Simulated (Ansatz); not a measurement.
# The false plateau in GW convergence: Selenium (P3_121, 3 atoms a cell)

Wanted: the G0W0 gap of Selenium (P3_121, 3 atoms a cell) over a grid of bands and cutoffs.

Main program and level: Ansatz 0.2.0; G0W0 on PBE, plane waves, PAW; PAW set soft_1.

### Step 1. The structure

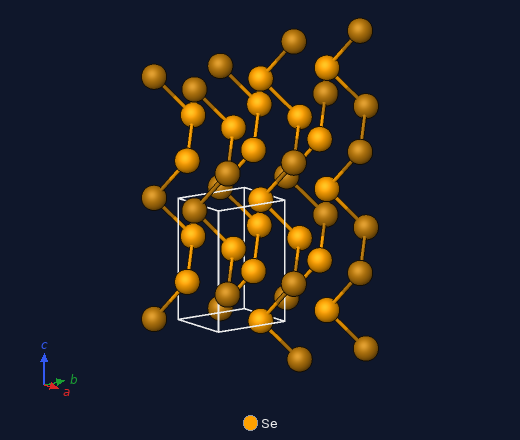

Start, viewed slightly off an axis; selenium orange. 1×2×2 cells are drawn. Some periodic images of atoms are drawn too.

The cell and positions come from the Crystallography Open Database and are kept as given unless a step says otherwise.

### Step 2. 65 empty bands, screening to 50 eV

G0W0 replaces the xc potential by the self-energy, built once from these orbitals. Only a window of levels is corrected, while the sums run over the empty bands that the input names. This step takes PAW set soft_1 files.

Input file input.yaml:

```yaml
crystal:
  lattice:
    - [4.3662, 0.0, 0.0]
    - [-2.1831, 3.781240118, 0.0]
    - [0.0, 0.0, 4.9536]
  atoms:
    - { symbol: Se, position: [0.2254, 0.0, 0.3333333333] }
    - { symbol: Se, position: [0.0, 0.2254, 0.6666666667] }
    - { symbol: Se, position: [0.7746, 0.7746, 0.0] }
kpoints:
  mp_grid: { grid: [6, 6, 4] }
hamiltonian:
  xc: pbe
  pseudopotentials: { kind: paw, azcp: { folder: soft_1 } }
scf:
  occupations: { method: fixed }
gw:
  n_empty_bands: 65
  ecut_chi: 50
  qp_bands: [v2, c2]
  qp_kpoints: band_edges
  screening: { model: contour_deformation }
```

The run is started by

```sh
$ ansatz run input.yaml --threads 2 --pin off --max-ram 92160MiB --backend cuda --events-out ev --progress --plain --runs-dir out --devices 1 --max-vram 13GiB
```

Numbers of over 12 decimals in the logs are rounded to 6 here.

Output:

```text
GPUs: using 1 of 1 available (devices: 1).
Engine: ansatz 0.2.0, x86_64-unknown-linux-gnu
Pseudopotentials: kind: paw
Pseudopotential: Se, paw, valence charge 16, recommended cutoff 420 eV (normal), soft_1/Se.paw.azcp
Functional definition: PBE
  parameter kappa = 0.804
  parameter beta = 0.066725
  exchange = pbe_x(kappa = kappa, mu = beta*pi^2/3)
  correlation = pbe_c(beta = beta)
device memory: the entry about to start is reckoned to put 0.9 GiB on a device that reports 57.3 GiB free (of which the cap on the GPU budget leaves the run 13.0 GiB)
GPU FFT provider: cuFFT
GPU libraries: cuBLAS 13.8.2, cuFFT 12.4.0, cuSOLVER 12.3.4
Crystal: 3 atoms, lattice volume = 81.782 Å³
Basis set: ecut = 420 eV, 1583 PW (Γ)
Bands: 29, of which v1, the nominal top of the filled ones, is band 24 counted from 1 (23 counted from 0)
Symmetry: 6 space group operations
Space group: P3121 (ITA 152), of the structure as read, at distance tolerance 4.3e-5 Å
k-points: 24 of 144 (time reversal used)
Non-local potential: Se, projectors of the file, l = 0: 2, l = 1: 2, l = 2: 3, l = 3: 1
PAW form: soft (Blöchl's): semilocal exchange-correlation on the pseudo side does not see the compensation charge
PAW one-centre angular grid: Se, 590 points (default); XC on 64 Gauss nodes
Initial density: superposition of atomic densities (chi_scale 0.1, normalization cell)
Initial wavefunctions: pseudopotential atomic-orbital guess
GPU buffer pool allocated for 32400 grid points (all kernels)
GPU transforms: local potential and band sums: pruned to the plane-wave sphere, on 30×30×36
Functional: x = pbe(κ = 0.804, μ = 0.219515), c = pbe(β = 0.066725)
SCF iter   1: F=—  HF=-16407.299670 eV  |F-HF|=—  |Δ(HF+E_count)|=         —  Δρ=2.78e-2  dr2=3.89e-1  ethr=3.10e-3  ⟨swp⟩=4.7  Hψ=2552  notcnv=0  defer=56
preconditioner: auto → Resta (q_TF=auto, 2.496 Å⁻¹)  ε∞=3.8  [insulator: Δε(μ)=1.127 eV  Ē_g=10.457 eV  n_scr=20 (ndim 8)  ℏωp=17.4 eV  f_vac=0.063  ε∞_Penn≈3.8]
SCF iter   2: F=—  HF=-16407.242376 eV  |F-HF|=—  |Δ(HF+E_count)|=   5.73e-2  Δρ=1.54e-2  dr2=1.23e-1  ethr=8.11e-4  ⟨swp⟩=2.0  Hψ=939  notcnv=0  defer=67
SCF iter   3: F=—  HF=-16407.226581 eV  |F-HF|=—  |Δ(HF+E_count)|=   1.58e-2  Δρ=1.57e-3  dr2=1.72e-3  ethr=2.56e-4  ⟨swp⟩=2.4  Hψ=878  notcnv=0  defer=69
SCF iter   4: F=—  HF=-16407.227419 eV  |F-HF|=—  |Δ(HF+E_count)|=   8.38e-4  Δρ=6.17e-4  dr2=2.29e-4  ethr=3.58e-6  ⟨swp⟩=2.0  Hψ=1297  notcnv=0  defer=71
SCF iter   5: F=—  HF=-16407.227546 eV  |F-HF|=—  |Δ(HF+E_count)|=   1.27e-4  Δρ=2.01e-4  dr2=3.77e-5  ethr=4.77e-7  ⟨swp⟩=2.0  Hψ=1297  notcnv=0  defer=71
SCF iter   6: F=—  HF=-16407.227618 eV  |F-HF|=—  |Δ(HF+E_count)|=   7.28e-5  Δρ=5.28e-5  dr2=2.41e-6  ethr=7.86e-8  ⟨swp⟩=2.0  Hψ=888  notcnv=0  defer=46
SCF iter   7: F=-16407.227624 eV  HF=-16407.227624 eV  |F-HF|=1.06e-7  |Δ(HF+E_count)|=   5.52e-6  Δρ=1.06e-5  dr2=6.76e-8  ethr=2.08e-10  ⟨swp⟩=7.1  Hψ=3165  notcnv=0
SCF 1 converged in 7 iterations: F = -16407.227624 eV  dr2 = 6.76e-8
[...]
device memory: the entry about to start is reckoned to put 1.0 GiB (of the 1.1 GiB reckoned in all, the device holds 0.1 GiB already) on a device that reports 56.1 GiB free (of which the cap on the GPU budget leaves the run 12.9 GiB)
NSCF: frozen V_eff on 24 k-points, pencils in batches of 32, up to order 116
[...]
device memory: the entry about to start is reckoned to put 2.4 GiB on a device that reports 54.3 GiB free (of which the cap on the GPU budget leaves the run 13.0 GiB)
NSCF: frozen V_eff on 24 k-points, pencils in batches of 32, up to order 376
G₀W₀ screening: q 1/24
[... further progress lines ...]
SCF converged after 7 iterations
Free energy (F): -16407.227624 eV
Harris-Foulkes:  -16407.227624 eV  (|F-HF|=1.06e-7)
Internal energy: -16407.227624 eV  (E = F + TS)
E sigma→0 (E₀):  -16407.227624 eV
Fermi energy:    6.527454 eV
--- Per-component energies (eV) ---
  E_band       = -1244.097099
  E_kinetic    = 329.277930
  E_local      = -8421.310229  (includes V_loc(G=0)·N_el)
  E_nonlocal   = -1060.724501
  E_hartree    = 4372.041885
  E_xc         = -253.943232
  E_vxc        = -269.212467  (∫ρ·V_xc dr)
  E_paw        = -6390.993711  (= ΣΔE_a)
  E_vpaw       = -566.212201  (= ΣTr[D̂ρ^β])
  E_aug_tail   = -0.001113  (compensation charges beyond the density's cutoff)
  E_ewald      = -4981.574654
  E_smearing   = -0.000000  (= −TS)
  E_closure    = 0.000000  (closes the sum)
  Σ components = -16407.227624   (vs F -16407.227624, Δ=0.00e0)
--- Band table (eV; the first three rows and the last of 24) ---
  k-point 0: bands = [... 20 lower, 2.7575, 4.4707, 4.4707, 6.1043, 8.4024, 8.4024, 8.6787, 12.6864, ... 1 higher]
  k-point 1: bands = [... 20 lower, 3.0174, 4.5681, 4.9450, 5.6795, 7.9720, 8.0427, 8.2135, 13.2633, ... 1 higher]
  k-point 2: bands = [... 20 lower, 3.1291, 4.9683, 4.9683, 5.3905, 7.7285, 7.7285, 7.7960, 12.7991, ... 1 higher]
  k-point 23: bands = [... 20 lower, 1.5638, 5.5293, 6.2984, 6.2984, 7.5497, 9.2295, 9.2295, 13.1808, ... 1 higher]
--- G₀W₀: contour deformation, 7 samples at zero and on the imaginary axis and 1 off it, 144 q-points, 65 empty bands' worth ---
  eigenvalues of the whole cell's RPA ε∞ on this k-mesh (on a slab, of 1 + 4πα/V) = 9.2205, 9.2205, 14.2025; static W/v taken at q = 0 is 0.089484
  bands read: the sum over 89 bands ends inside a degenerate multiplet in 2 slots, whose members it reads at an even weight; the widest, k=0: bands 89 to 90 (counted from 1) at 1/2 each
  gw.qp_kpoints: band_edges: 12 of 24 stored k-points solved, in 1 pass; an edge of the gap read off the rows below is read off those points alone
    valence top: of the k-points left out ik 18 came nearest to being solved in a further pass, in band 24 (counted from 1, as in the quasiparticle table): it holds the edge there only if its correction is more favourable than any solved in that band by at least 0.526 eV; those differ by 0.171 eV
    conduction bottom: of the k-points left out ik 4 came nearest to being solved in a further pass, in band 25 (counted from 1, as in the quasiparticle table): it holds the edge there only if its correction is more favourable than any solved in that band by at least 0.383 eV; those differ by 0.182 eV
    ik  band        ε_KS         Σx   Σc(E_QP)       V_xc       Z   E_QP_lin       E_QP  E_QP is
     0    23      4.4707   -17.1437     3.0475   -13.9114  0.6865     4.2842     4.2860  root
     0    24      6.1043   -17.6169     2.5081   -15.0073  0.7281     6.0025     6.0028  root
     0    25      8.4024   -10.7755    -3.6180   -15.0568  0.7326     9.0808     9.0658  root
     0    26      8.4024   -10.7755    -3.6180   -15.0568  0.7326     9.0808     9.0658  root
     1    23      4.9450   -17.3243     2.8631   -14.2959  0.7063     4.7787     4.7797  root
     1    24      5.6795   -17.3244     2.5707   -14.6267  0.7207     5.5520     5.5524  root
     1    25      7.9720    -9.9361    -3.3844   -13.8659  0.7503     8.5247     8.5173  root
     1    26      8.0427   -10.6982    -3.3844   -14.6945  0.7380     8.6655     8.6546  root
     2    23      4.9683   -16.8296     2.7360   -13.9286  0.7009     4.8024     4.8034  root
     2    24      5.3905   -17.5456     2.7173   -14.6975  0.7180     5.2591     5.2596  root
     2    25      7.7285    -9.6169    -3.2581   -13.3561  0.7556     8.2148     8.2096  root
     2    26      7.7285    -9.6169    -3.2581   -13.3561  0.7556     8.2148     8.2096  root
     3    23      4.8564   -17.5028     2.6368   -14.7496  0.7104     4.7394     4.7399  root
     3    24      5.9037   -17.4471     2.4856   -14.8532  0.7254     5.7951     5.7954  root
[...]
19    26      9.1100   -10.7392    -3.6141   -14.9656  0.7225     9.7386     9.7223  root
    23    23      6.2984   -17.4559     1.8909   -15.5637  0.7397     6.2972     6.2972  root
    23    24      6.2984   -17.4559     1.8909   -15.5637  0.7397     6.2972     6.2972  root
    23    25      7.5497   -11.3279    -3.0974   -15.0623  0.7496     8.1960     8.1866  root
    23    26      9.2295   -10.7515    -3.7448   -15.1531  0.7174     9.9062     9.8862  root
```

It took 16 s on 1 × NVIDIA H100 80GB HBM3 (shared by 6 runs) with 2 threads of AMD EPYC 7R13 (Zen 3), shared host; peak memory 1.1 GiB; 13 s of CPU time.

Numbers from this step:

| Property | Result |
| --- | --- |
| bands summed | 89 |
| RPA ε∞ on this mesh (eigenvalues) | 9.220, 9.220, 14.20 |
| plane waves in the screening matrix | 71 |
| q-points in the mesh | 144 |
| G0W0 gap on the mesh | 1.619 eV |
| k of the valence top | 0, -0.5, -0.5 |
| k of the conduction bottom | 0.3333, 0.3333, -0.5 |
| starting gap on the mesh | 1.022 eV |
| Z at the valence top | 0.7449 |
| Z at the conduction bottom | 0.7496 |
| least direct G0W0 gap on the computed points | 1.889 eV |

The gap on the mesh goes from 1.02 eV to 1.62 eV, a correction of +0.60 eV. Between the two edge states, bare exchange in place of the xc potential would open the gap by 5.37 eV, and correlation takes back 4.78 eV.

### Step 3. 341 empty bands, screening to 50 eV

Edit input.yaml of step 2 so:

```diff
@@ -17,3 +17,3 @@
 gw:
-  n_empty_bands: 65
+  n_empty_bands: 341
   ecut_chi: 50
```

Output:

```text
GPUs: using 1 of 1 available (devices: 1).
[...]
GPU FFT provider: cuFFT
GPU libraries: cuBLAS 13.8.2, cuFFT 12.4.0, cuSOLVER 12.3.4
Crystal: 3 atoms, lattice volume = 81.782 Å³
Basis set: ecut = 420 eV, 1583 PW (Γ)
Bands: 29, of which v1, the nominal top of the filled ones, is band 24 counted from 1 (23 counted from 0)
Symmetry: 6 space group operations
[...]
k-points: 24 of 144 (time reversal used)
[...]
1    26      8.0427   -10.6982    -3.5973   -14.6945  0.7381     8.4459     8.4417  root
[...]
23    23      6.2984   -17.4559     1.6930   -15.5637  0.7401     6.0984     6.0992  root
    23    24      6.2984   -17.4559     1.6930   -15.5637  0.7401     6.0984     6.0992  root
    23    25      7.5497   -11.3279    -3.3160   -15.0623  0.7498     7.9718     7.9681  root
    23    26      9.2295   -10.7515    -3.9608   -15.1531  0.7176     9.6784     9.6702  root
[key lines of the parts left out:]
SCF converged after 7 iterations
Free energy (F): -16407.227624 eV
Fermi energy:    6.527454 eV
```

Elapsed: 56 s, on 1 × NVIDIA H100 80GB HBM3 (shared by 6 runs) with 2 threads; peak memory 1.5 GiB.

This step gave:

```
bands summed                                 : 365
RPA ε∞ on this mesh (eigenvalues)            : 9.230, 9.230, 14.21
plane waves in the screening matrix          : 71
G0W0 gap on the mesh                         : 1.604 eV
k of the valence top                         : 0, -0.5, -0.5
k of the conduction bottom                   : 0.3333, 0.3333, -0.5
starting gap on the mesh                     : 1.022 eV
least direct G0W0 gap on the computed points : 1.869 eV
```

Against the run with 6×6×4 mesh, 65 empty bands, screening to 50 eV, PAW set soft_1 files, the gap moves by −0.016 eV.

### Step 4. 185 empty bands, screening to 100 eV

Another rung: the empty bands reach about as high as the screening cutoff, so the two stay in balance.

Edit input.yaml of step 3 so:

```diff
@@ -17,4 +17,4 @@
 gw:
-  n_empty_bands: 341
-  ecut_chi: 50
+  n_empty_bands: 185
+  ecut_chi: 100
   qp_bands: [v2, c2]
```

Output:

```text
GPUs: using 1 of 1 available (devices: 1).
[...]
GPU FFT provider: cuFFT
GPU libraries: cuBLAS 13.8.2, cuFFT 12.4.0, cuSOLVER 12.3.4
Crystal: 3 atoms, lattice volume = 81.782 Å³
Basis set: ecut = 420 eV, 1583 PW (Γ)
Bands: 29, of which v1, the nominal top of the filled ones, is band 24 counted from 1 (23 counted from 0)
Symmetry: 6 space group operations
[...]
k-points: 24 of 144 (time reversal used)
[...]
1    26      8.0427   -10.6982    -3.7108   -14.6945  0.7323     8.3303     8.3282  root
[...]
23    23      6.2984   -17.4559     1.4832   -15.5637  0.7336     5.8856     5.8895  root
    23    24      6.2984   -17.4559     1.4832   -15.5637  0.7336     5.8856     5.8895  root
    23    25      7.5497   -11.3279    -3.4304   -15.0623  0.7435     7.8556     7.8537  root
    23    26      9.2295   -10.7515    -4.0778   -15.1531  0.7119     9.5576     9.5532  root
[key lines of the parts left out:]
SCF converged after 7 iterations
Free energy (F): -16407.227624 eV
Fermi energy:    6.527454 eV
```

Run time: 33 s. Hardware: 1 × NVIDIA H100 80GB HBM3 (shared by 6 runs) with 2 threads; peak memory 1.3 GiB; 35 s of CPU time.

The G0W0 gap on the mesh is 1.703 eV.

### Step 5. 964 empty bands, screening to 100 eV

Edit input.yaml of step 4 so:

```diff
@@ -17,3 +17,3 @@
 gw:
-  n_empty_bands: 185
+  n_empty_bands: 964
   ecut_chi: 100
```

Output:

```text
GPUs: using 1 of 1 available (devices: 1).
[...]
GPU FFT provider: cuFFT
GPU libraries: cuBLAS 13.8.2, cuFFT 12.4.0, cuSOLVER 12.3.4
Crystal: 3 atoms, lattice volume = 81.782 Å³
Basis set: ecut = 420 eV, 1583 PW (Γ)
Bands: 29, of which v1, the nominal top of the filled ones, is band 24 counted from 1 (23 counted from 0)
Symmetry: 6 space group operations
[...]
k-points: 24 of 144 (time reversal used)
[...]
1    26      8.0427   -10.6982    -3.8275   -14.6945  0.7328     8.2122     8.2115  root
[...]
23    23      6.2984   -17.4559     1.3695   -15.5637  0.7341     5.7691     5.7758  root
    23    24      6.2984   -17.4559     1.3695   -15.5637  0.7341     5.7691     5.7758  root
    23    25      7.5497   -11.3279    -3.5564   -15.0623  0.7441     7.7282     7.7276  root
    23    26      9.2295   -10.7515    -4.1968   -15.1531  0.7124     9.4359     9.4342  root
[key lines of the parts left out:]
SCF converged after 7 iterations
Free energy (F): -16407.227624 eV
Fermi energy:    6.527454 eV
```

It took 2.6 min on 1 × NVIDIA H100 80GB HBM3 (shared by 6 runs) with 2 threads; peak memory 2.9 GiB.

The G0W0 gap on the mesh is 1.694 eV.

### Step 6. 65 empty bands, screening to 150 eV

Edit input.yaml of step 5 so:

```diff
@@ -17,4 +17,4 @@
 gw:
-  n_empty_bands: 964
-  ecut_chi: 100
+  n_empty_bands: 65
+  ecut_chi: 150
   qp_bands: [v2, c2]
```

Output:

```text
GPUs: using 1 of 1 available (devices: 1).
[...]
GPU FFT provider: cuFFT
GPU libraries: cuBLAS 13.8.2, cuFFT 12.4.0, cuSOLVER 12.3.4
Crystal: 3 atoms, lattice volume = 81.782 Å³
Basis set: ecut = 420 eV, 1583 PW (Γ)
Bands: 29, of which v1, the nominal top of the filled ones, is band 24 counted from 1 (23 counted from 0)
Symmetry: 6 space group operations
[...]
k-points: 24 of 144 (time reversal used)
[...]
1    26      8.0427   -10.6982    -3.4004   -14.6945  0.7326     8.6489     8.6385  root
[...]
23    23      6.2984   -17.4559     1.7879   -15.5637  0.7338     6.1939     6.1941  root
    23    24      6.2984   -17.4559     1.7879   -15.5637  0.7338     6.1939     6.1941  root
    23    25      7.5497   -11.3279    -3.1101   -15.0623  0.7438     8.1829     8.1739  root
    23    26      9.2295   -10.7515    -3.7671   -15.1531  0.7121     9.8828     9.8639  root
[key lines of the parts left out:]
SCF converged after 7 iterations
Free energy (F): -16407.227624 eV
Fermi energy:    6.527454 eV
```

It took 31 s on 1 × NVIDIA H100 80GB HBM3 (shared by 6 runs) with 2 threads; peak memory 1.5 GiB.

The G0W0 gap on the mesh is 1.713 eV.

### Step 7. 341 empty bands, screening to 150 eV

Edit input.yaml of step 6 so:

```diff
@@ -17,3 +17,3 @@
 gw:
-  n_empty_bands: 65
+  n_empty_bands: 341
   ecut_chi: 150
```

Output:

```text
GPUs: using 1 of 1 available (devices: 1).
[...]
GPU FFT provider: cuFFT
GPU libraries: cuBLAS 13.8.2, cuFFT 12.4.0, cuSOLVER 12.3.4
Crystal: 3 atoms, lattice volume = 81.782 Å³
Basis set: ecut = 420 eV, 1583 PW (Γ)
Bands: 29, of which v1, the nominal top of the filled ones, is band 24 counted from 1 (23 counted from 0)
Symmetry: 6 space group operations
[...]
k-points: 24 of 144 (time reversal used)
[...]
1    26      8.0427   -10.6982    -3.8619   -14.6945  0.7316     8.1776     8.1771  root
[...]
23    23      6.2984   -17.4559     1.3133   -15.5637  0.7328     5.7112     5.7196  root
    23    24      6.2984   -17.4559     1.3133   -15.5637  0.7328     5.7112     5.7196  root
    23    25      7.5497   -11.3279    -3.5924   -15.0623  0.7430     7.6921     7.6917  root
    23    26      9.2295   -10.7515    -4.2309   -15.1531  0.7112     9.4013     9.4001  root
[key lines of the parts left out:]
SCF converged after 7 iterations
Free energy (F): -16407.227624 eV
Fermi energy:    6.527454 eV
```

The job ended after 59 s (1 × NVIDIA H100 80GB HBM3 (shared by 6 runs) with 2 threads; peak memory 1.8 GiB; 89 s of CPU time).

The G0W0 gap on the mesh is 1.715 eV.

(Continued in part 2 of 2.)

[Paths, hosts, dates, memory and timing lines, banners, echoed tables and standing remarks are left out of the program output.]

[Logs are printed without paths, hosts, clocks, repeated set-up lines and the standing remarks that a program may print on its own settings, such as how far it seeks lower states.]

[Runs of the session that timed out or met a known fault of the program may be left out.]

[Cells called generated may have been cut or substituted from an entry of the Crystallography Open Database or the Materials Project.]

[Hosts, paths, dates, database ids (printed as entryN), source tags and the programs' standing remarks are cut or masked in the printed files.]
